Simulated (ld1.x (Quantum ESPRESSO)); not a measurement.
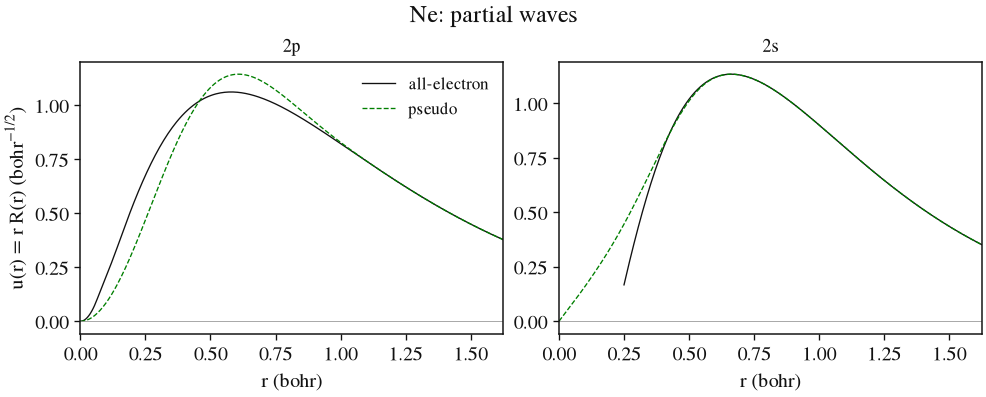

Partial waves u(r) = r R(r), all-electron (solid) and pseudo (dashed). The innermost oscillations of some all-electron curves aren't drawn. Reference configuration 2s2 2p4.

- Matching radii: 2p at 1.25 bohr; 2s at 0.70 bohr. The curves merge smoothly, so the plot gives these only roughly.
- Nodes of the pseudo-waves: 2p has no node; 2s has no node.
- Cutoffs needed: 200 Ry (loose) and 300 Ry (tight), as the cutoffs, on a coarse ladder, from which the occupation-weighted sum of valence levels, in a spherical-Bessel basis at the reference potential, stays within 10 and 1 mRy of its value at 400 Ry.

# Ne: pseudopotential generation (part 1 of 2)

Neon (Ne, Z = 10), core [He], reference valence 2s2 2p4 (an ion of charge +2), valence charge 8. Computed at this level: TM potential, LDA (PZ), scalar-relativistic, made with ld1.x (Quantum ESPRESSO) 7.5.

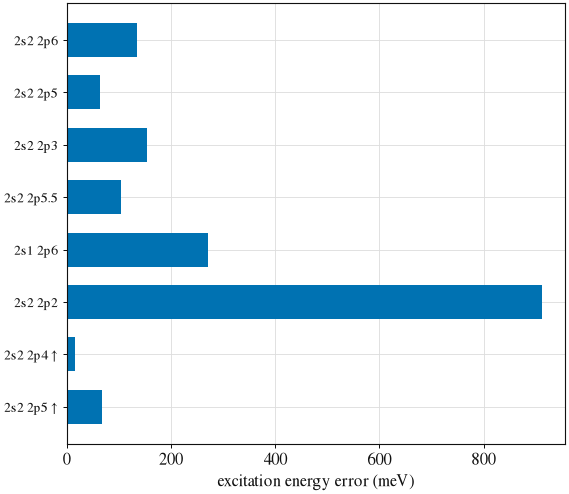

Errors, all-electron minus pseudo, of the energies of valence configurations relative to the unpolarised reference 2s2 2p4. An arrow marks spin-polarised runs filled by Hund’s rule.

- Worst configuration: 2s2 2p2 (charge +4): the error is +911 meV on an all-electron energy of +162.21 eV relative to the reference, or 0.56 %.
- Configurations within 10 meV and within 50 meV: 0 and 1 of 8.
- Errors in meV: 2s2 2p6: +135; 2s2 2p5: +63; 2s2 2p3: +155; 2s2 2p5.5: +105; 2s1 2p6: +272; 2s2 2p2: +911; 2s2 2p4 ↑: +17; 2s2 2p5 ↑: +69.

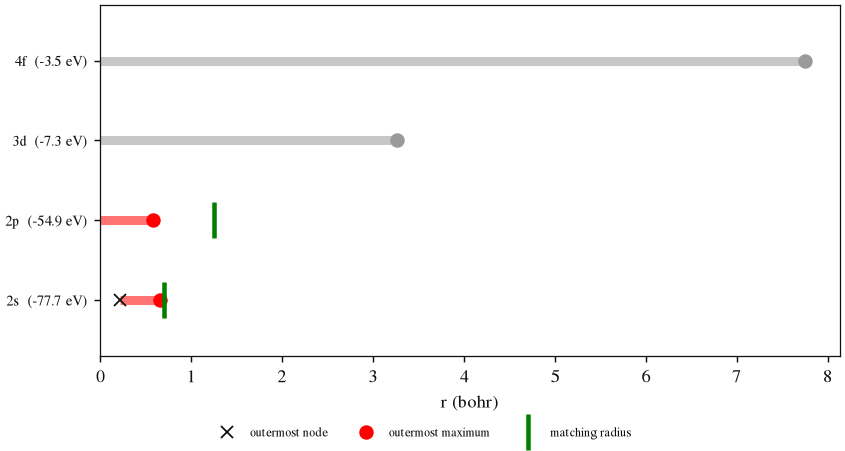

Outer shells of the all-electron reference atom: each bar runs from the outermost node (or the nucleus) to the outermost maximum of u(r); the tick is the radius chosen for the pseudo-wave. Shells without a tick have no pseudo-wave of their own. Levels, nodes and maxima are from ld1.x, scalar-relativistic.

- Radii against the shells: 2s: 0.70 bohr, outside the maximum; 2p: 1.25 bohr, outside the maximum.

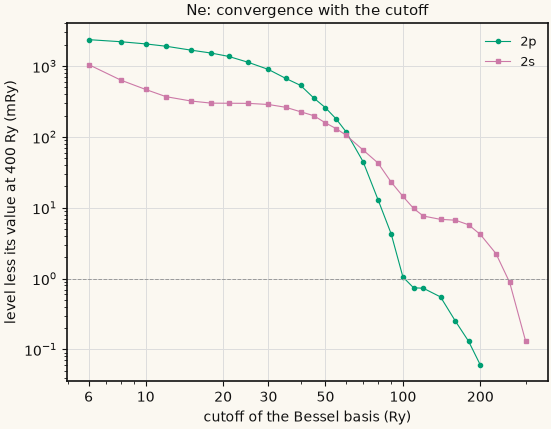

The pseudo-atom Hamiltonian at the reference potential is diagonalised in spherical Bessel functions (20 bohr box) up to the cutoff. Curves: distance of each valence level from its value at 400 Ry.

- Hardest occupied shell: 2s: its level needs 260 Ry to come within 1 mRy, against 110 Ry for 2p.
- Cutoffs from which each level stays within 1 mRy: 2p: 110 Ry; 2s: 260 Ry.
- Cutoffs for 10 and 1 mRy in the occupation-weighted sum of levels: 200 Ry and 300 Ry, on the ladder of cutoffs that was run.

Input and output of the run follow.

**The input**
```
 &input
   title='Ne', zed=10., rel=1, dft='PZ', iswitch=3,
   config='[He] 2s2 2p4 3d-2',
   nld=3, rlderiv=1.35, eminld=-8.0, emaxld=5.0, deld=0.04
 /
 &inputp
   pseudotype=2, tm=.true., lloc=0,
   nlcc=.true., new_core_ps=.true.,
   file_pseudopw='Ne.UPF', file_wfcaegen='ae.wfc', file_wfcncgen='nc.wfc', file_beta='beta', file_chi='chi'
 /
3
2P  2  1   4.00   0.00  1.25  1.25  0.0
3D  3  2  -2.00   0.05  1.10  1.10  0.0
2S  1  0   2.00   0.00  0.70  0.70  0.0
 &test
   configts(1)='2s2 2p4'
 /
```

**Input of the test run**
```
 &input
   title='Ne', zed=10., rel=1, dft='PZ', iswitch=2,
   config='[He] 2s2 2p4 3d-2'
 /
 &test
   file_pseudo='Ne.UPF', nconf=9,
   configts(1)='2s2 2p4',
   configts(2)='2s2 2p6',
   configts(3)='2s2 2p5',
   configts(4)='2s2 2p3',
   configts(5)='2s2 2p5.5',
   configts(6)='2s1 2p6',
   configts(7)='2s2 2p2',
   configts(8)='2s2 2p4', lsdts(8)=1,
   configts(9)='2s2 2p5', lsdts(9)=1
 /
```

Command:
```bash
ld1.x < Ne.in > Ne.out
```

**The program's output**
```
     Program LD1 v.7.5
     --------------------------- All-electron run ----------------------------

     Ne
     scalar relativistic calculation

     atomic number is 10.00
     dft =PZ   lsd =0 sic =0 latt =0  beta=0.20 tr2=1.0E-14
     Exchange-correlation= PZ
                           (   1   1   0   0   0   0   0)
     mesh =1113 r(mesh) =  99.22747 a.u. xmin = -7.00 dx = 0.01250
     1 Ry =  13.60569312 eV, c = 137.03599908

     n l     nl                  e(Ry)          e(Ha)          e(eV)
     1 0     1S 1( 2.00)       -64.4125       -32.2062      -876.3762
     2 0     2S 1( 2.00)        -5.7104        -2.8552       -77.6945
     2 1     2P 1( 4.00)        -4.0377        -2.0189       -54.9362

     final scf error:  8.7E-15 reached in  18 iterations

     Etot =    -251.889319 Ry,    -125.944660 Ha,   -3427.128781 eV

     Ekin =     251.595478 Ry,     125.797739 Ha,    3423.130863 eV
     Encl =    -584.776591 Ry,    -292.388296 Ha,   -7956.290849 eV
     Eh   =     102.178358 Ry,      51.089179 Ha,    1390.207384 eV
     Exc  =     -20.886564 Ry,     -10.443282 Ha,    -284.176179 eV

     normalization and overlap integrals

     s(1S/1S) =  1.000000  <r> =   0.1586  <r2> =    0.0339  r(max) =   0.1025
     s(2S/2S) =  1.000000  <r> =   0.8331  <r2> =    0.8310  r(max) =   0.6603
     s(2P/2P) =  1.000000  <r> =   0.8113  <r2> =    0.8333  r(max) =   0.5827

     ------------------------ End of All-electron run ------------------------

     --------------------- Generating NC pseudopotential ---------------------

      Generating local pot.: lloc=0, matching radius rcloc =   0.7000

      Computing core charge for nlcc:

       r > 0.25 : true rho core
      Core charge pseudized with two Bessel functions
      Integrated core pseudo-charge :   1.48

      Wfc   2P  rcut= 1.249  Using Troullier-Martins method

      Wfc   3D  rcut= 1.102  Using Troullier-Martins method

     ------------------- End of pseudopotential generation -------------------

     --------------------------- All-electron run ----------------------------

     Ne
     scalar relativistic calculation

     atomic number is 10.00
     dft =PZ   lsd =0 sic =0 latt =0  beta=0.20 tr2=1.0E-14
     Exchange-correlation= PZ
                           (   1   1   0   0   0   0   0)
     mesh =1113 r(mesh) =  99.22747 a.u. xmin = -7.00 dx = 0.01250
     1 Ry =  13.60569312 eV, c = 137.03599908

     n l     nl                  e(Ry)          e(Ha)          e(eV)
     1 0     1S 1( 2.00)       -64.4125       -32.2062      -876.3762
     2 0     2S 1( 2.00)        -5.7104        -2.8552       -77.6945
     2 1     2P 1( 4.00)        -4.0377        -2.0189       -54.9362

     final scf error:  8.7E-15 reached in  18 iterations

     Etot =    -251.889319 Ry,    -125.944660 Ha,   -3427.128781 eV

     Ekin =     251.595478 Ry,     125.797739 Ha,    3423.130863 eV
     Encl =    -584.776591 Ry,    -292.388296 Ha,   -7956.290849 eV
     Eh   =     102.178358 Ry,      51.089179 Ha,    1390.207384 eV
     Exc  =     -20.886564 Ry,     -10.443282 Ha,    -284.176179 eV

     normalization and overlap integrals

     s(1S/1S) =  1.000000  <r> =   0.1586  <r2> =    0.0339  r(max) =   0.1025
     s(2S/2S) =  1.000000  <r> =   0.8331  <r2> =    0.8310  r(max) =   0.6603
     s(2P/2P) =  1.000000  <r> =   0.8113  <r2> =    0.8333  r(max) =   0.5827

     ------------------------ End of All-electron run ------------------------

     Computing logarithmic derivative in   1.35484
     Computing logarithmic derivative in   1.35484
     Computing the partial wave expansion
       no projector for channel:   0
     R is outside the sphere for l=    1 j= 0.00
     R is outside the sphere for l=    2 j= 0.00

     ---------------------- Testing the pseudopotential ----------------------

     Ne
     scalar relativistic calculation

     atomic number is 10.00   valence charge is  8.00
     dft =PZ   lsd =0 sic =0 latt =0  beta=0.20 tr2=1.0E-14
     mesh =1113 r(mesh) =  99.22747 xmin = -7.00 dx = 0.01250

     n l     nl             e AE (Ry)        e PS (Ry)    De AE-PS (Ry)
     1 0     2S   1( 2.00)       -5.71044       -5.71057        0.00013
     2 1     2P   1( 4.00)       -4.03774       -4.03775        0.00001

     eps = 5.0E-15  iter =  7

     Etot =    -251.889319 Ry,    -125.944660 Ha,   -3427.128781 eV
     Etotps =   -70.309944 Ry,     -35.154972 Ha,    -956.615517 eV

     Ekin =      42.535347 Ry,      21.267673 Ha,     578.722872 eV
     Encl =    -119.696447 Ry,     -59.848224 Ha,   -1628.553129 eV
     Ehrt =      39.428638 Ry,      19.714319 Ha,     536.453946 eV
     Ecxc =     -15.495778 Ry,      -7.747889 Ha,    -210.830794 eV
     (Ecc =      -5.942609 Ry,      -2.971304 Ha,     -80.853313 eV)
     Epseu=     -17.081703 Ry,      -8.540852 Ha,    -232.408412 eV

     ---------------------- End of pseudopotential test ----------------------
```

**Output of the test run (extracts)**
```
     ---------------------- Testing the pseudopotential ----------------------

     Ne
     scalar relativistic calculation

     atomic number is 10.00   valence charge is  8.00
     dft =PZ   lsd =0 sic =0 latt =0  beta=0.20 tr2=1.0E-14
     mesh =1113 r(mesh) =  99.22747 xmin = -7.00 dx = 0.01250

     n l     nl             e AE (Ry)        e PS (Ry)    De AE-PS (Ry)
     1 0     2S   1( 2.00)       -5.71044       -5.71057        0.00013
     2 1     2P   1( 4.00)       -4.03774       -4.03775        0.00001

     eps = 1.4E-15  iter =  6

     Etot =    -251.889319 Ry,    -125.944660 Ha,   -3427.128781 eV
     Etotps =   -70.309943 Ry,     -35.154972 Ha,    -956.615511 eV

     Ekin =      42.535347 Ry,      21.267673 Ha,     578.722874 eV
     Encl =    -119.696447 Ry,     -59.848223 Ha,   -1628.553126 eV
     Ehrt =      39.428638 Ry,      19.714319 Ha,     536.453944 eV
     Ecxc =     -15.495778 Ry,      -7.747889 Ha,    -210.830794 eV
     (Ecc =      -5.942609 Ry,      -2.971304 Ha,     -80.853313 eV)
     Epseu=     -17.081703 Ry,      -8.540852 Ha,    -232.408410 eV

     ---------------------- End of pseudopotential test ----------------------

     ---------------------- Testing the pseudopotential ----------------------

     Ne
     scalar relativistic calculation

     atomic number is 10.00   valence charge is  8.00
     dft =PZ   lsd =0 sic =0 latt =0  beta=0.20 tr2=1.0E-14
     mesh =1113 r(mesh) =  99.22747 xmin = -7.00 dx = 0.01250

     n l     nl             e AE (Ry)        e PS (Ry)    De AE-PS (Ry)
     1 0     2S   1( 2.00)       -2.65417       -2.64080       -0.01338  !
     2 1     2P   1( 6.00)       -0.99458       -0.99758        0.00300

     eps = 3.0E-15  iter = 10

     Etot =    -256.744275 Ry,    -128.372137 Ha,   -3493.183812 eV
     Etotps =   -75.174794 Ry,     -37.587397 Ha,   -1022.805182 eV
     dEtot_ae =      -4.854955 Ry
     dEtot_ps =      -4.864851 Ry,   Delta E=       0.009896 Ry

     Ekin =      49.298628 Ry,      24.649314 Ha,     670.742008 eV
     Encl =    -147.731280 Ry,     -73.865640 Ha,   -2009.986455 eV
     Ehrt =      61.393042 Ry,      30.696521 Ha,     835.294895 eV
     Ecxc =     -18.088930 Ry,      -9.044465 Ha,    -246.112425 eV
     (Ecc =      -5.942609 Ry,      -2.971304 Ha,     -80.853313 eV)
     Epseu=     -20.046256 Ry,     -10.023128 Ha,    -272.743204 eV

     ---------------------- End of pseudopotential test ----------------------

     ---------------------- Testing the pseudopotential ----------------------

     Ne
     scalar relativistic calculation

     atomic number is 10.00   valence charge is  8.00
     dft =PZ   lsd =0 sic =0 latt =0  beta=0.20 tr2=1.0E-14
     mesh =1113 r(mesh) =  99.22747 xmin = -7.00 dx = 0.01250

     n l     nl             e AE (Ry)        e PS (Ry)    De AE-PS (Ry)
     1 0     2S   1( 2.00)       -4.06371       -4.05815       -0.00555  !
     2 1     2P   1( 5.00)       -2.38368       -2.39008        0.00639  !

     eps = 8.8E-15  iter =  9

     Etot =    -255.079321 Ry,    -127.539660 Ha,   -3470.530963 eV
     Etotps =   -73.504606 Ry,     -36.752303 Ha,   -1000.081118 eV
     dEtot_ae =      -3.190001 Ry
     dEtot_ps =      -3.194663 Ry,   Delta E=       0.004662 Ry

     Ekin =      46.767077 Ry,      23.383538 Ha,     636.298492 eV
     Encl =    -134.940690 Ry,     -67.470345 Ha,   -1835.961623 eV
     Ehrt =      50.561711 Ry,      25.280856 Ha,     687.927130 eV
     Ecxc =     -16.914321 Ry,      -8.457161 Ha,    -230.131064 eV
     (Ecc =      -5.942609 Ry,      -2.971304 Ha,     -80.853313 eV)
     Epseu=     -18.978383 Ry,      -9.489191 Ha,    -258.214054 eV

     ---------------------- End of pseudopotential test ----------------------
```

(Continued in part 2.) Outcome of the run: generated.
